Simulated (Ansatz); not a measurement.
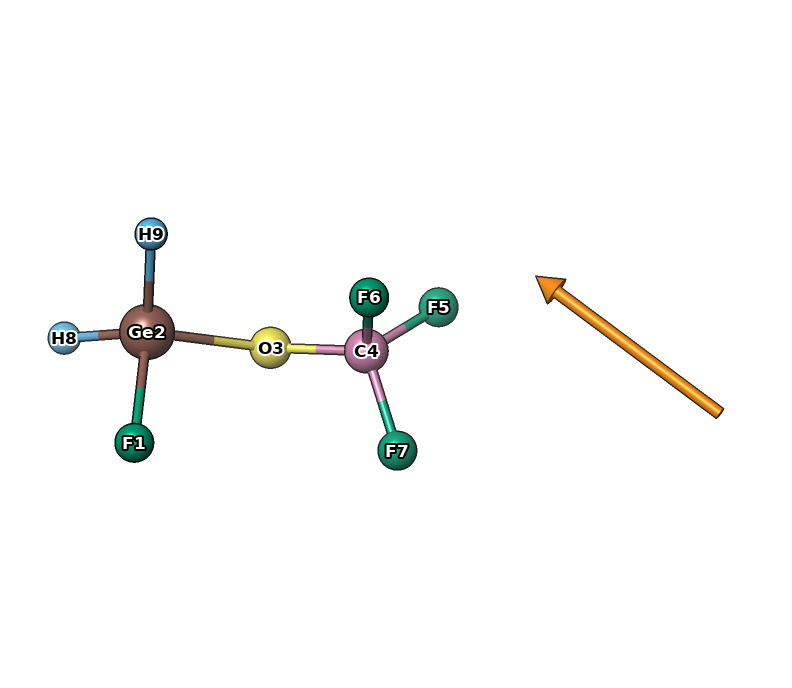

The arrow beside the molecule shows the direction of the dipole moment, from the negative to the positive end (its length means nothing). The computed structure is the end point of a PBE0-D4/def2-TZVP optimisation. No frequency run is at hand to confirm it as a minimum. Properties computed with RKS r2SCAN-D4/def2-TZVPP (Ansatz 0.2.0).

> How large is the dipole moment?

3.18 D; it points from the side of F7 to the side of H8 (the outermost atoms at the two ends).
